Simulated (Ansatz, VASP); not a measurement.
# Cross-check of CsRe between VASP and Ansatz

Aim: how closely do two programs agree when they are given the same cell, functional and k mesh? The cell is invented: other elements were put on sites of a known structure type. It may not be a known or stable phase. The cell comes out of the VASP series on this material, whose earlier steps may have relaxed, scaled or displaced it; both programs get it as it stands.

Program: Ansatz 0.2.0. Level of theory: plane waves, with VASP 6.6.1 beside it; single point at PBE. Results are calculated unless marked as measured.

### Step 1. Set-up

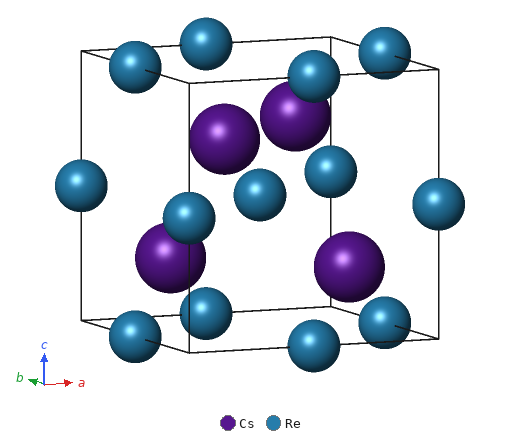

The cell as given, slightly off an axis (caesium purple, rhenium blue). This picture shows the conventional cell, with its axes. Some periodic images of atoms are drawn too.

Coordinates:

```cif
data_structure
_symmetry_space_group_name_H-M 'P 1'
_symmetry_Int_Tables_number 1
_cell_length_a 4.5595
_cell_length_b 4.5595
_cell_length_c 4.5595
_cell_angle_alpha 60.000
_cell_angle_beta 60.000
_cell_angle_gamma 60.000
_cell_volume 67.02
loop_
_atom_site_label
_atom_site_type_symbol
_atom_site_fract_x
_atom_site_fract_y
_atom_site_fract_z
_atom_site_occupancy
Cs1 Cs 0.25000 0.25000 0.25000 1
Re2 Re 0.50000 0.50000 0.50000 1
```

### Step 2. VASP: single point, PBE

A single point gives forces, pressure and levels at one fixed geometry, so differences don't come from the geometry; what else differs is listed under the comparison.

Lines of VASP's logs that name or quote its potential files are left out, and so is its time.

INCAR

```
SYSTEM = CsRe
PREC = Accurate
ENCUT = 400
EDIFF = 1E-06
NELM = 100
ISMEAR = -1
SIGMA = 0.05
LREAL = .FALSE.
ALGO = Normal
GGA = PE
LORBIT = 11
LWAVE = .FALSE.
LCHARG = .TRUE.
ISIF = 2
LELF = .TRUE.
LVHAR = .TRUE.
```

POSCAR

```
CsRe
1.0
    0.0000000000      3.2240472504      3.2240472504
    3.2240472504      0.0000000000      3.2240472504
    3.2240472504      3.2240472504      0.0000000000
Cs Re
1 1
Direct
    0.2500000000      0.2500000000      0.2500000000
    0.5000000000      0.5000000000      0.5000000000
```

KPOINTS

```
Automatic mesh
0
Gamma
6 6 6
0 0 0
```

PAW data sets: Cs_sv and Re (PBE family, release 64).

On the command line:

```console
$ mpirun -np 1 vasp_std
```

Numbers of over 12 decimals in the logs are rounded to 6 here.

What it wrote:

```text
[banner, memory and clock lines left out]
running    1 mpi-ranks, on    1 nodes
 distrk:  each k-point on    1 cores,    1 groups
 distr:  one band on    1 cores,    1 groups

 POSCAR found type information on POSCAR CsRe
 POSCAR found :  2 types and       2 ions
 LDA part: xc-table for (Slater+PW92), standard interpolation
 POSCAR, INCAR and KPOINTS ok, starting setup
 FFT: planning ... GRIDC
 FFT: planning ... GRID_SOFT
 FFT: planning ... GRID
 WAVECAR not read
 entering main loop
       N       E                     dE             d eps       ncg     rms          rms(c)
DAV:   1     0.632225155785E+02    0.63223E+02   -0.59878E+03   632   0.106E+03
DAV:   2    -0.159684587362E+01   -0.64819E+02   -0.61033E+02   668   0.200E+02
DAV:   3    -0.506787924389E+01   -0.34710E+01   -0.34057E+01   568   0.543E+01
DAV:   4    -0.514404932981E+01   -0.76170E-01   -0.71520E-01   596   0.661E+00
DAV:   5    -0.514748297048E+01   -0.34336E-02   -0.34150E-02   628   0.114E+00    0.103E+01
DAV:   6    -0.493169289069E+01    0.21579E+00   -0.41099E-01   640   0.687E+00    0.648E+00
DAV:   7    -0.489981717817E+01    0.31876E-01   -0.28285E-01   752   0.108E+01    0.104E+00
DAV:   8    -0.487653657866E+01    0.23281E-01   -0.80279E-02   712   0.468E+00    0.271E-01
DAV:   9    -0.487613327265E+01    0.40331E-03   -0.27647E-03   628   0.477E-01    0.680E-02
DAV:  10    -0.487623885011E+01   -0.10558E-03   -0.29010E-04   484   0.116E-01    0.314E-02
DAV:  11    -0.487625777171E+01   -0.18922E-04   -0.61786E-05   640   0.783E-02    0.862E-03
DAV:  12    -0.487625937045E+01   -0.15987E-05   -0.72685E-06   616   0.394E-02    0.428E-03
DAV:  13    -0.487625991217E+01   -0.54172E-06   -0.17371E-07   324   0.135E-02
   1 F= -.48762599E+01 E0= -.48430827E+01  d E =-.663545E-01
```

Parts of OUTCAR (step 2):

```text
ion  position               nearest neighbor table
   1  0.250  0.250  0.250-   2 2.79   2 2.79   2 2.79   2 2.79
   2  0.500  0.500  0.500-   1 2.79   1 2.79   1 2.79   1 2.79

  LATTYP: Found a face centered cubic cell.
 ALAT       =     6.4480945008

 Subroutine GETGRP returns: Found 24 space group operations
 (whereof 24 operations were pure point group operations)

The static configuration has the point symmetry T_d .

 Found     16 irreducible k-points:

   k-points           NKPTS =     16   k-points in BZ     NKDIM =     16   number of bands    NBANDS=     12

   dimension x,y,z NGX =    30 NGY =   30 NGZ =   30
   dimension x,y,z NGXF=    60 NGYF=   60 NGZF=   60

   ENCUT  =  400.0 eV  29.40 Ry    5.42 a.u.   7.44  7.44  7.44*2*pi/ulx,y,z

   NELECT =      16.0000    total number of electrons

 k-points in reciprocal lattice and weights: Automatic mesh
   0.00000000  0.00000000  0.00000000       0.005
   0.16666667  0.00000000  0.00000000       0.037
   0.33333333  0.00000000  0.00000000       0.037
   0.50000000  0.00000000  0.00000000       0.019
   0.16666667  0.16666667  0.00000000       0.028
   0.33333333  0.16666667  0.00000000       0.111
   0.50000000  0.16666667  0.00000000       0.111
  -0.33333333  0.16666667  0.00000000       0.111
  -0.16666667  0.16666667  0.00000000       0.056
[...]
-0.33333333  0.33333333  0.16666667       0.111
  -0.33333333  0.50000000  0.16666667       0.056

 average (electrostatic) potential at core
       1 -49.6183       2 -43.9478

 E-fermi :   2.4626

 k-point     1 :       0.0000    0.0000    0.0000
  band No.  band energies     occupation
    ...
      3      -6.9331      2.00000
      4      -6.9331      2.00000
      5       0.0599      2.00000
      6       1.4657      2.00000
      7       1.4657      2.00000
      8       3.1786      0.00000
      9       3.1786      0.00000
     10       3.1786      0.00000
     11       5.9017      0.00000
     12       5.9017      0.00000

 k-point     2 :       0.1667    0.0000    0.0000
  band No.  band energies     occupation
    ...
      3      -6.9242      2.00000
      4      -6.9242      2.00000
      5       0.6182      2.00000
      6       1.4057      2.00000
      7       1.4057      2.00000
      8       2.7814      0.00340
      9       3.1485      0.00000
     10       3.1485      0.00000
     11       5.2830      0.00000
     12       6.1181      0.00000

 k-point     3 :       0.3333    0.0000    0.0000
  band No.  band energies     occupation
    ...
      4      -6.9077      2.00000
      5       1.4586      2.00000
      6       1.4586      2.00000
      7       1.6003      2.00000
      8       2.0036      1.99979
      9       2.7944      0.00262
     10       2.7944      0.00262
     11       5.1837      0.00000
     12       6.6844      0.00000

  Total       -0.0166980     -0.0166980     -0.0166980     -0.0000000      0.0000000      0.0000000
  in kB       -0.3991539     -0.3991539     -0.3991539     -0.0000000      0.0000000      0.0000000
  external PRESSURE =      -0.3991539 kB  Pullay stress =       0.0000000 kB

  energy-cutoff  :      400.00
  volume of cell :       67.02
      direct lattice vectors                 reciprocal lattice vectors
     0.000000000  3.224047250  3.224047250    -0.155084576  0.155084576  0.155084576
     3.224047250  0.000000000  3.224047250     0.155084576 -0.155084576  0.155084576
     3.224047250  3.224047250  0.000000000     0.155084576  0.155084576 -0.155084576

 POSITION                                       TOTAL-FORCE (eV/Angst)
 -----------------------------------------------------------------------------------
      1.61202      1.61202      1.61202         0.000000      0.000000      0.000000
      3.22405      3.22405      3.22405        -0.000000     -0.000000     -0.000000
 -----------------------------------------------------------------------------------
    total drift:                                0.000000      0.000000      0.000000

  FREE ENERGIE OF THE ION-ELECTRON SYSTEM (eV)
  ---------------------------------------------------
  free  energy   TOTEN  =        -4.8762599122 eV

  energy  without entropy=       -4.8099054370  energy(sigma->0) =       -4.84308267

 total charge
# of ion       s       p       d       tot
------------------------------------------
    1        1.852   4.389   0.383   6.624
    2        0.488   0.147   5.025   5.660
--------------------------------------------------
tot          2.340   4.535   5.408  12.284

[... 3 further parts left out ...]
```

The run ends at a pressure of -0.04 GPa.

### Step 3. Ansatz: single point, PBE

Ansatz runs on its default PAW (the set named soft_2) files.

The same cell, functional, mesh and smearing now go to Ansatz, which takes its cutoff from its data sets.

input.yaml

```yaml
crystal:
  lattice:
    - [0.0, 3.2240472504, 3.2240472504]
    - [3.2240472504, 0.0, 3.2240472504]
    - [3.2240472504, 3.2240472504, 0.0]
  atoms:
    - { symbol: Cs, position: [0.25, 0.25, 0.25] }
    - { symbol: Re, position: [0.5, 0.5, 0.5] }
hamiltonian:
  xc: pbe
  pseudopotentials: { kind: paw }
kpoints:
  mp_grid: { grid: [6, 6, 6] }
scf:
  occupations: { method: fermi_dirac, width: 0.05 }
  n_extra_bands: 4
output:
  forces: true
  stress: true
  eigenvalues: true
```

On the command line:

```console
$ ansatz run input.yaml --threads 2 --pin off --max-ram 4608MiB --backend cpu --events-out ev --progress --plain --runs-dir out
```

What it wrote:

```text
scf.n_extra_bands = 4 over 12 filled bands (N_el = 24.0): the run solves 16 bands
Engine: ansatz 0.2.0, x86_64-unknown-linux-gnu
Pseudopotentials: kind: paw
Pseudopotential: Cs, paw, valence charge 9, recommended cutoff 420 eV (normal), Cs.paw.azcp
Pseudopotential: Re, paw, valence charge 15, recommended cutoff 420 eV (normal), Re.paw.azcp
Functional definition: PBE
  parameter kappa = 0.804
  parameter beta = 0.066725
  exchange = pbe_x(kappa = kappa, mu = beta*pi^2/3)
  correlation = pbe_c(beta = beta)
Crystal: 2 atoms, lattice volume = 67.025 Å³
Basis set: ecut = 420 eV, 1363 PW (Γ), exchange–correlation on 64×64×64 points (8 copies of the dense FFT grid, shifted against one another)
Bands: 16, of which v1, the nominal top of the filled ones, is band 12 counted from 1 (11 counted from 0)
Symmetry: 24 space group operations
Space group: F-43m (ITA 216), of the structure as read, at distance tolerance 4.1e-5 Å
k-points: 16 of 216 (time reversal used)
Non-local potential: Cs, projectors of the file, l = 0: 3, l = 1: 2, l = 2: 2, l = 3: 2
Non-local potential: Re, projectors of the file, l = 0: 3, l = 1: 2, l = 2: 2, l = 3: 1
PAW form: soft (Blöchl's): semilocal exchange-correlation on the pseudo side does not see the compensation charge
PAW one-centre angular grid: Cs, 194 points (default); XC on 64 Gauss nodes
PAW one-centre angular grid: Re, 590 points (default); XC on 64 Gauss nodes
Initial density: superposition of atomic densities (neutral atoms: chi_scale 0, normalization atom), corrected by the library's trained network
Initial wavefunctions: pseudopotential atomic-orbital guess
Functional: x = pbe(κ = 0.804, μ = 0.219515), c = pbe(β = 0.066725)
SCF iter   1: F=—  HF=-16530.878098 eV  |F-HF|=—  |Δ(HF+E_count)|=         —  Δρ=3.63e-2  dr2=1.95e0  ethr=1.77e-3  ⟨swp⟩=5.9  Hψ=1377  notcnv=0
preconditioner: auto → LDOS  [metal: Δε(μ)=0.034 eV  Ē_g=6.741 eV  σ=0.050 eV  W_gap=0.17  n_scr=14 (ndim 8)  ℏωp=17.0 eV  f_vac=0.040  D(μ)=7.44/eV (n_scr^D=112)  β→1.0]
SCF iter   2: F=—  HF=-16530.597167 eV  |F-HF|=—  |Δ(HF+E_count)|=   2.81e-1  Δρ=1.50e-2  dr2=2.43e-1  ethr=1.77e-3  ⟨swp⟩=2.0  Hψ=512  notcnv=0
preconditioner: auto → Kerker (q_TF=auto, 2.299 Å⁻¹)  [metal: Δε(μ)=0.004 eV  Ē_g=6.629 eV  σ=0.050 eV  W_gap=0.02  n_scr=14 (ndim 8)  ℏωp=17.0 eV  f_vac=0.008  D(μ)=8.59/eV (n_scr^D=136)  β→0.5]
SCF iter   3: F=—  HF=-16530.574577 eV  |F-HF|=—  |Δ(HF+E_count)|=   2.26e-2  Δρ=6.44e-3  dr2=2.32e-2  ethr=1.01e-3  ⟨swp⟩=2.1  Hψ=375  notcnv=0
SCF iter   4: F=—  HF=-16530.576942 eV  |F-HF|=—  |Δ(HF+E_count)|=   2.37e-3  Δρ=1.02e-3  dr2=8.21e-4  ethr=9.65e-5  ⟨swp⟩=2.0  Hψ=429  notcnv=0
SCF iter   5: F=—  HF=-16530.577093 eV  |F-HF|=—  |Δ(HF+E_count)|=   1.50e-4  Δρ=3.59e-4  dr2=1.74e-4  ethr=3.42e-6  ⟨swp⟩=2.1  Hψ=340  notcnv=0
SCF iter   6: F=—  HF=-16530.577089 eV  |F-HF|=—  |Δ(HF+E_count)|=   3.80e-6  Δρ=1.09e-4  dr2=1.22e-5  ethr=7.26e-7  ⟨swp⟩=2.0  Hψ=323  notcnv=0
SCF iter   7: F=—  HF=-16530.577092 eV  |F-HF|=—  |Δ(HF+E_count)|=   3.61e-6  Δρ=3.31e-5  dr2=1.59e-6  ethr=5.08e-8  ⟨swp⟩=2.0  Hψ=322  notcnv=0
SCF iter   8: F=-16530.577093 eV  HF=-16530.577093 eV  |F-HF|=4.36e-8  |Δ(HF+E_count)|=   3.18e-7  Δρ=7.81e-6  dr2=8.21e-8  ethr=4.17e-10  ⟨swp⟩=3.0  Hψ=977  notcnv=0
SCF 1 converged in 8 iterations: F = -16530.577093 eV  dr2 = 8.21e-8
  greatest PAW one-centre occupation: 0.999 electrons in one spin orbital (limit 2), on the Re atom at site 1 (counted from 0), in its partial waves of l = 0
SCF converged after 8 iterations
Free energy (F): -16530.577093 eV
Harris-Foulkes:  -16530.577093 eV  (|F-HF|=4.36e-8)
Internal energy: -16530.513605 eV  (E = F + TS)
E sigma→0 (E₀):  -16530.545349 eV
Entropy (-TS):   -0.063488 eV (-31.744 meV/atom)
Fermi energy:    9.052834 eV
--- Per-component energies (eV) ---
  E_band       = -295.417798
  E_kinetic    = 683.258186
  E_local      = -1908.116981  (includes V_loc(G=0)·N_el)
  E_nonlocal   = 87.937287
  E_hartree    = 716.263494
  E_xc         = -573.428919
  E_vxc        = -424.994128  (∫ρ·V_xc dr)
  E_paw        = -13728.133527  (= ΣΔE_a)
  E_vpaw       = -166.022601  (= ΣTr[D̂ρ^β])
  E_aug_tail   = -0.000079  (compensation charges beyond the density's cutoff)
  E_ewald      = -1808.293066
  E_smearing   = -0.063488  (= −TS)
  E_closure    = 0.000000  (closes the sum)
  Σ components = -16530.577093   (vs F -16530.577093, Δ=0.00e0)
--- Forces (eV/Å), atoms counted from 1 ---
  atom   1  Cs    -0.00000000     0.00000000     0.00000000
  atom   2  Re     0.00000000    -0.00000000    -0.00000000
  max |Σ_I F_I| component: 2.59e-16 eV/Å
--- Stress (GPa, compression-positive) ---
       -1.712540       0.000000       0.000000
        0.000000      -1.712540      -0.000000
        0.000000      -0.000000      -1.712540
  P = ⅓ Tr σ = -1.7125 GPa (-17.125 kbar)
--- Band table (eV; the first three rows and the last of 16) ---
  k-point 0: bands = [... 8 lower, 6.6757, 8.0828, 8.0828, 9.8089, 9.8089, 9.8089, 12.5191, 12.5191]
  k-point 1: bands = [... 8 lower, 7.2348, 8.0188, 8.0188, 9.3915, 9.7733, 9.7733, 11.8798, 12.7240]
  k-point 2: bands = [... 8 lower, 8.0612, 8.0612, 8.2224, 8.5821, 9.4099, 9.4099, 11.7960, 13.2736]
  k-point 15: bands = [... 8 lower, 7.4220, 7.6424, 8.4339, 8.8509, 9.2193, 10.4258, 11.8508, 13.5067]
```

Wall time 2.1 s (2 threads of AMD EPYC 7R43, shared host); peak memory 0.38 GiB.

The run ends at a pressure of -1.71 GPa.

### Step 4. Differences

Known differences besides the PAW data sets themselves: the data sets hold 24 valence electrons in Ansatz (default PAW (the set named soft_2) files) and 16 in VASP; the cutoff is 420 eV in Ansatz and 400 eV in VASP; VASP leaves aspherical gradient terms in its spheres out (LASPH is not set), Ansatz keeps them. Total energies have different zeros and are not compared.

Compared:

| quantity | Ansatz | VASP | difference |
| --- | --- | --- | --- |
| pressure (GPa) | -1.71 | -0.04 | -1.67 |

### Step 5. What moves the difference

The difference is large enough to ask for its cause, so further runs change the set-up of one program at a time, as the table lists.

| run | difference in pressure (GPa) |
| --- | --- |
| as above | -1.7 |
| Ansatz's larger PAW set (cutoff 660 eV) | -1.7 |
| norm-conserving potentials (cutoff 980 eV) | -1.6 |

### Step 6. Summary of results

* difference in pressure (single point, PBE): -1.7 GPa

The difference in pressure is -1.7 GPa (single point, PBE), beyond the 1 GPa picked in this series as the mark of a large difference. For single point, PBE: no further run halves the difference in pressure; only Ansatz's side was varied, and Ansatz's runs with other potentials lie closer to each other than to VASP, which for this quantity points to VASP's side; this was not tested here. How closely two codes agree says nothing of how well the functional describes the real material.

[Lines on the potential files, build, host, timing and source positions are cut from VASP's logs without a mark.]

[Logs are printed without paths, hosts, clocks, repeated set-up lines and the standing remarks that a program may print on its own settings, such as how far it seeks lower states.]

[Hosts, paths, dates, database ids (printed as entryN), source tags and the programs' standing remarks are cut or masked in the printed files.]
